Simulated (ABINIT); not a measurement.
**A GW run on ZnSe (Stilleite) in ABINIT, with inputs changed**

Aim: change inputs of a GW run on ZnSe (Stilleite) and see what moves.

Program: ABINIT 10.8.3. Level of theory: PBE and many-body steps on it, plane waves. Results are calculated unless marked as measured.

## Step 1: The starting structure

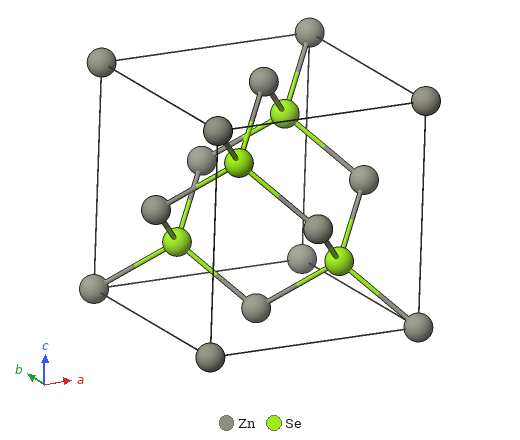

Start, viewed slightly off an axis; zinc grey, selenium green. This picture shows the conventional cell, with its axes. Bonds to atoms that aren't drawn are left out. Some periodic images of atoms are drawn too.

The cell and positions come from the Crystallography Open Database and are kept as given unless a step says otherwise.

## Step 2: Screening, 4×4×4 mesh, 157 bands, screening to 190.5 eV

This step: ABINIT 10.8.3; RPA screening on PBE, plane waves, norm-conserving pseudopotentials.

The RPA dielectric matrix is built and inverted for each q.

Contents of run.abi:

```
acell 3*1.0 Angstrom
rprim 
  -0.000000000000 2.833800000000 2.833800000000
  2.833800000000 -0.000000000000 2.833800000000
  2.833800000000 2.833800000000 0.000000000000
ntypat 2
znucl 30 34
natom 2
typat 1 2
xred 
  0.000000000000 0.000000000000 0.000000000000
  0.250000000000 0.250000000000 0.250000000000
pp_dirpath "pseudos"
pseudos "Zn.upf, Se.upf"
ecut 48
ngkpt 4 4 4
nshiftk 1
shiftk 0 0 0
kptopt 1
chksymbreak 0
istwfk *1
occopt 1
irdwfk 1
optdriver 3
nband 157
ecuteps 7
inclvkb 2
awtr 1
symchi 1
indata_prefix "in"
outdata_prefix "out"
tmpdata_prefix "tmp"
```

Run with:

```console
OMP_NUM_THREADS=1 mpirun -n 8 abinit run.abi > log
```

Output:

```text
.Version 10.8.3 of ABINIT. v10.8.2 released Aug 2026.

 Symmetries : space group F-4 3 m (#216); Bravais cF (face-center cubic)
[... echo of the input left out ...]
== DATASET  1 ==================================================================
-   mpi_nproc: 8, omp_nthreads: 1 (-1 if OMP is not activated)

--- !DatasetInfo
iteration_state: {dtset: 1, }
dimensions: {natom: 2, nkpt: 8, mband: 157, nsppol: 1, nspinor: 1, nspden: 1, mpw: 4910, }
cutoff_energies: {ecut:  48.0, pawecutdg:  -1.0, }
electrons: {nelect:   4.40000000E+01, charge:   0.00000000E+00, occopt:   1.00000000E+00, tsmear:   1.00000000E-02, }

 SCREENING: Calculation of the susceptibility and dielectric matrices

 Based on a program developped by R.W. Godby, V. Olevano, G. Onida, and L. Reining.
 Incorporated in ABINIT by V. Olevano, G.-M. Rignanese, and M. Torrent.
.Using double precision arithmetic ; gwpc =  8

[... cell and pseudopotentials left out ...]
--------------------------------------------------------------------------------

 ==== K-mesh for the wavefunctions ====
 Number of points in the irreducible wedge :     8
[... list of points left out ...]
 Together with 24 symmetry operations and time-reversal symmetry
 yields    64 points in the full Brillouin Zone.

 ==== Q-mesh for the screening function ====
 Number of points in the irreducible wedge :     8
[... list of points left out ...]
 Together with 24 symmetry operations and time-reversal symmetry
 yields    64 points in the full Brillouin Zone.

 setmesh: FFT mesh size selected  =    36x   36x   36
          total number of points  =        46656

 vcoul_init : cutoff-mode = AUXILIARY_FUNCTION
 q-points for optical limit:   1
     1)      0.000010    0.000020    0.000030

- screening: taking advantage of time-reversal symmetry
- Maximum band index for partially occupied states nbvw = 22
- Remaining bands to be divided among processors   nbcw = 135
- Number of bands treated by each node ~16

 Number of electrons calculated from density =   44.0000; Expected =   44.0000
 average of density, n =  0.143258
 r_s =    1.1856
 omega_plasma =   36.5103 [eV]

 calculating chi0 at frequencies [eV] :
  1    0.000000E+00    0.000000E+00
  2    0.000000E+00    3.651025E+01

--------------------------------------------------------------------------------
  q-point number  1        q = ( 0.000000, 0.000000, 0.000000) [r.l.u.]
--------------------------------------------------------------------------------
[... chi0 elements left out ...]
 For q-point:  0.000010 0.000020 0.000030
  dielectric constant =  13.5356
  dielectric constant without local fields =  14.4796

  Average fulfillment of the sum rule on Im[epsilon] for q-point    1 :     44.32  [%]
[... wings left out ...]
  q-point number  2        q = ( 0.250000, 0.000000, 0.000000) [r.l.u.]
--------------------------------------------------------------------------------
[... chi0 elements left out ...]
  Average fulfillment of the sum rule on Im[epsilon] for q-point    2 :     51.65  [%]

 [... 6 further q-points ...]
```

Elapsed: 67 s, on 8 MPI ranks of Arm Neoverse V2, shared host; peak memory 2.7 GiB; 9 min of CPU time.

Numbers from this step:

```
ε∞ with local fields, on this mesh, along the program's q direction : 13.54
the same without local fields                                       : 14.48
plasma frequency                                                    : 36.51 eV
plane waves in the screening matrix                                 : 283
```

Local fields lower ε∞ by 7 %. On a Γ-centred mesh this coarse the value itself is usually too large, while a short band sum pulls it down.

## Step 3: Base

The self-energy is evaluated for the states that the input lists, and the levels follow from it, in one-shot runs by the linearised quasiparticle equation.

This step: G0W0 on PBE, plane waves, norm-conserving pseudopotentials.

run.abi, as its differences from that of step 2:

```diff
@@ -23,8 +23,15 @@
 irdwfk 1
-optdriver 3
+optdriver 4
 nband 157
+gwcalctyp 0
+ecutsigx 48
+symsigma 1
+nkptgw 1
+kptgw 
+  0.0000000000 0.0000000000 0.0000000000
+bdgw 
+  20 26
 ecuteps 7
-inclvkb 2
-awtr 1
-symchi 1
+irdscr 1
+ppmodel 1
 indata_prefix "in"
```

Output:

```text
.Version 10.8.3 of ABINIT. v10.8.2 released Aug 2026.

 Symmetries : space group F-4 3 m (#216); Bravais cF (face-center cubic)
[... echo of the input left out ...]
== DATASET  1 ==================================================================
-   mpi_nproc: 8, omp_nthreads: 1 (-1 if OMP is not activated)

--- !DatasetInfo
iteration_state: {dtset: 1, }
dimensions: {natom: 2, nkpt: 8, mband: 157, nsppol: 1, nspinor: 1, nspden: 1, mpw: 4910, }
cutoff_energies: {ecut:  48.0, pawecutdg:  -1.0, }
electrons: {nelect:   4.40000000E+01, charge:   0.00000000E+00, occopt:   1.00000000E+00, tsmear:   1.00000000E-02, }

 SIGMA: Calculation of the GW corrections

 Based on a program developped by R.W. Godby, V. Olevano, G. Onida, and L. Reining.
 Incorporated in ABINIT by V. Olevano, G.-M. Rignanese, and M. Torrent.
.Using double precision arithmetic ; gwpc =  8

[... cell and pseudopotentials left out ...]
--------------------------------------------------------------------------------

 ==== K-mesh for the wavefunctions ====
 Number of points in the irreducible wedge :     8
[... list of points left out ...]
 Together with 24 symmetry operations and time-reversal symmetry
 yields    64 points in the full Brillouin Zone.

 ==== Q-mesh for screening function ====
 Number of points in the irreducible wedge :     8
[... list of points left out ...]
 Together with 24 symmetry operations and time-reversal symmetry
 yields    64 points in the full Brillouin Zone.

 vcoul_init : cutoff-mode = AUXILIARY_FUNCTION
 q-points for optical limit:   1
     1)      0.000010    0.000020    0.000030
 setmesh: FFT mesh size selected  =    48x   48x   48
          total number of points  =       110592

 Number of electrons calculated from density =   44.0000; Expected =   44.0000
 average of density, n =  0.143258
 r_s =    1.1856
 omega_plasma =   36.5103 [eV]

 === KS Band Gaps ===
  >>>> For spin  1
   Minimum direct gap =   1.2885 [eV], located at k-point      :   0.0000  0.0000  0.0000
   Fundamental gap    =   1.2885 [eV], Top of valence bands at :   0.0000  0.0000  0.0000
                                       Bottom of conduction at :   0.0000  0.0000  0.0000
 SIGMA fundamental parameters:
 PLASMON POLE MODEL  1
 number of plane-waves for SigmaX                 4909
 number of plane-waves for SigmaC and W            283
 number of plane-waves for wavefunctions          4909
 number of bands                                   157
 number of independent spin polarizations            1
 number of spinorial components                      1
 number of k-points in IBZ                           8
 number of q-points in IBZ                           8
 number of symmetry operations                      24
 number of k-points in BZ                           64
 number of q-points in BZ                           64
 number of frequencies for dSigma/dE                 9
 frequency step for dSigma/dE [eV]                0.25
 number of omega for Sigma on real axis              0
 max omega for Sigma on real axis  [eV]           0.00
 zcut for avoiding poles [eV]                     0.10

 EPSILON^-1 parameters (SCR file):
 dimension of the eps^-1 matrix on file            283
 dimension of the eps^-1 matrix used               283
 number of plane-waves for wavefunctions          4909
 number of bands                                   157
 number of q-points in IBZ                           8
 number of frequencies                               2
 number of real frequencies                          1
 number of imag frequencies                          1

 matrix elements of self-energy operator (all in [eV])

 Perturbative Calculation

--- !SelfEnergy_ee
iteration_state: {dtset: 1, }
kpoint     : [   0.000,    0.000,    0.000, ]
spin       : 1
KS_gap     :    1.289
QP_gap     :    2.009
Delta_QP_KS:    0.720
data: !SigmaeeData |
     Band     E0 <VxcDFT>   SigX SigC(E0)      Z dSigC/dE  Sig(E)    E-E0       E
       20   4.164 -17.093 -19.827   1.925   0.801  -0.248 -17.741  -0.648   3.516
       21   4.164 -17.093 -19.827   1.925   0.801  -0.248 -17.741  -0.648   3.516
       22   4.164 -17.093 -19.827   1.925   0.801  -0.248 -17.741  -0.648   3.516
       23   5.453 -12.787  -8.817  -3.882   0.818  -0.223 -12.715   0.072   5.525
       24   9.979 -11.028  -6.246  -4.438   0.812  -0.232 -10.748   0.280  10.259
       25   9.979 -11.028  -6.246  -4.438   0.812  -0.232 -10.748   0.280  10.259
       26   9.979 -11.028  -6.246  -4.438   0.812  -0.232 -10.748   0.280  10.259

== END DATASET(S) ==============================================================
================================================================================

 -outvars: echo values of variables after computation  --------
           etotal      0.0000000000E+00
            nband         157
             nkpt           8
          spgroup         216
 [... the other variables as echoed above ...]

 Calculation completed.
```

Wall time 6.8 s (8 MPI ranks); peak memory 2 GiB.

This step gave:

```
G0W0 gap on the points computed              : 2.009 eV
starting gap on the mesh                     : 1.289 eV
k of the valence top                         : 0, 0, 0
k of the conduction bottom                   : 0, 0, 0
Z at the valence top                         : 0.801
Z at the conduction bottom                   : 0.818
least direct G0W0 gap on the computed points : 2.009 eV
```

The gap on the mesh goes from 1.29 eV to 2.01 eV, a correction of +0.72 eV.

## Step 4: Coulomb singularity

run.abi, as its differences from that of step 3:

```diff
@@ -36,2 +36,3 @@
 ppmodel 1
+gw_icutcoul 3
 indata_prefix "in"
```

Output:

```text
.Version 10.8.3 of ABINIT. v10.8.2 released Aug 2026.

 Symmetries : space group F-4 3 m (#216); Bravais cF (face-center cubic)
[... echo of the input left out ...]
== DATASET  1 ==================================================================
-   mpi_nproc: 8, omp_nthreads: 1 (-1 if OMP is not activated)

--- !DatasetInfo
iteration_state: {dtset: 1, }
dimensions: {natom: 2, nkpt: 8, mband: 157, nsppol: 1, nspinor: 1, nspden: 1, mpw: 4910, }
cutoff_energies: {ecut:  48.0, pawecutdg:  -1.0, }
electrons: {nelect:   4.40000000E+01, charge:   0.00000000E+00, occopt:   1.00000000E+00, tsmear:   1.00000000E-02, }

 SIGMA: Calculation of the GW corrections

 Based on a program developped by R.W. Godby, V. Olevano, G. Onida, and L. Reining.
 Incorporated in ABINIT by V. Olevano, G.-M. Rignanese, and M. Torrent.
.Using double precision arithmetic ; gwpc =  8

[... cell and pseudopotentials left out ...]
--------------------------------------------------------------------------------

 ==== K-mesh for the wavefunctions ====
 Number of points in the irreducible wedge :     8
[... list of points left out ...]
 Together with 24 symmetry operations and time-reversal symmetry
 yields    64 points in the full Brillouin Zone.

 ==== Q-mesh for screening function ====
 Number of points in the irreducible wedge :     8
[... list of points left out ...]
 Together with 24 symmetry operations and time-reversal symmetry
 yields    64 points in the full Brillouin Zone.

 vcoul_init : cutoff-mode = CRYSTAL
 q-points for optical limit:   1
     1)      0.000010    0.000020    0.000030
 setmesh: FFT mesh size selected  =    48x   48x   48
          total number of points  =       110592

 Number of electrons calculated from density =   44.0000; Expected =   44.0000
[...]
number of q-points in BZ                           64
 number of frequencies for dSigma/dE                 9
 frequency step for dSigma/dE [eV]                0.25
 number of omega for Sigma on real axis              0
 max omega for Sigma on real axis  [eV]           0.00
 zcut for avoiding poles [eV]                     0.10

 EPSILON^-1 parameters (SCR file):
 dimension of the eps^-1 matrix on file            283
 dimension of the eps^-1 matrix used               283
 number of plane-waves for wavefunctions          4909
 number of bands                                   157
 number of q-points in IBZ                           8
 number of frequencies                               2
 number of real frequencies                          1
 number of imag frequencies                          1

 matrix elements of self-energy operator (all in [eV])

 Perturbative Calculation

--- !SelfEnergy_ee
iteration_state: {dtset: 1, }
kpoint     : [   0.000,    0.000,    0.000, ]
spin       : 1
KS_gap     :    1.289
QP_gap     :    1.993
Delta_QP_KS:    0.705
data: !SigmaeeData |
     Band     E0 <VxcDFT>   SigX SigC(E0)      Z dSigC/dE  Sig(E)    E-E0       E
       20   4.164 -17.093 -19.418   1.736   0.807  -0.239 -17.569  -0.476   3.688
       21   4.164 -17.093 -19.418   1.736   0.807  -0.239 -17.569  -0.476   3.688
       22   4.164 -17.093 -19.418   1.736   0.807  -0.239 -17.569  -0.476   3.688
       23   5.453 -12.787  -8.817  -3.693   0.824  -0.213 -12.559   0.229   5.682
       24   9.979 -11.028  -6.246  -4.248   0.818  -0.222 -10.591   0.437  10.416
       25   9.979 -11.028  -6.246  -4.248   0.818  -0.222 -10.591   0.437  10.416
       26   9.979 -11.028  -6.246  -4.248   0.818  -0.222 -10.591   0.437  10.416

== END DATASET(S) ==============================================================
================================================================================

 -outvars: echo values of variables after computation  --------
           etotal      0.0000000000E+00
            nband         157
             nkpt           8
          spgroup         216
 [... the other variables as echoed above ...]

 Calculation completed.
```

Elapsed: 6.8 s, on 8 MPI ranks; peak memory 2 GiB; 54 s of CPU time.

This step gave:

* G0W0 gap on the points computed: 1.994 eV
* starting gap on the mesh: 1.289 eV
* k of the valence top: 0, 0, 0
* k of the conduction bottom: 0, 0, 0
* Z at the valence top: 0.807
* Z at the conduction bottom: 0.824
* least direct G0W0 gap on the computed points: 1.994 eV

Against G0W0 in ABINIT (4×4×4 mesh, 157 bands, screening to 190.5 eV, Godby-Needs plasmon pole), the gap moves by −0.015 eV.

## Step 5: Side by side

Times are wall times on 8 MPI ranks of Arm Neoverse V2, shared host, good to a factor of about two. A run's time includes the screening step that it read.

```tsv
run	mesh	bands	screening cutoff (eV)	DFT gap (eV)	gap on the mesh (eV)	direct (eV)	ε∞ used	time
base	4×4×4	157	190.5	1.289	2.009	2.009	13.54	74 s
Coulomb singularity	4×4×4	157	190.5	1.289	1.994	1.994	13.54	74 s
```

## Step 6: Summary of results

- base: 2.009 eV
- Coulomb singularity: 1.994 eV
- known limits: not at the basis limit; no spin-orbit coupling; coarse k mesh

**Reading.** Coulomb singularity: −0.015 eV against base (keys changed: gw_icutcoul). Bands and cutoff are finite, so the gap is not at the basis limit. The miss can reach some tenths of an eV and take either sign; the mesh is an error of its own. In the G0W0 runs levels were corrected at 1 k point alone, so a gap called «on the mesh» is the least over those, and an edge elsewhere would be missed. The 4×4×4 mesh is coarse for this cell, which bears on the long-range parts of exchange and screening. The many-body steps are scalar-relativistic: spin-orbit coupling is not in them.

[Paths, hosts, dates, memory and timing lines, banners, echoed tables and standing remarks are left out of the program output.]

[Logs are printed without paths, hosts, clocks, repeated set-up lines and the standing remarks that a program may print on its own settings, such as how far it seeks lower states.]

[Runs of the session that timed out or met a known fault of the program may be left out.]

[Hosts, paths, dates, database ids (printed as entryN), source tags and the programs' standing remarks are cut or masked in the printed files.]

[G0W0 gaps are taken among the corrected bands and points alone; a level outside them can change the order at an edge.]

[Where Ansatz stands beside ABINIT at settings called matched, ABINIT's density can come from a denser mesh and the files from another edition; pairs whose starting gaps differed by over 0.03 eV were left out, so agreement reads better than it is.]
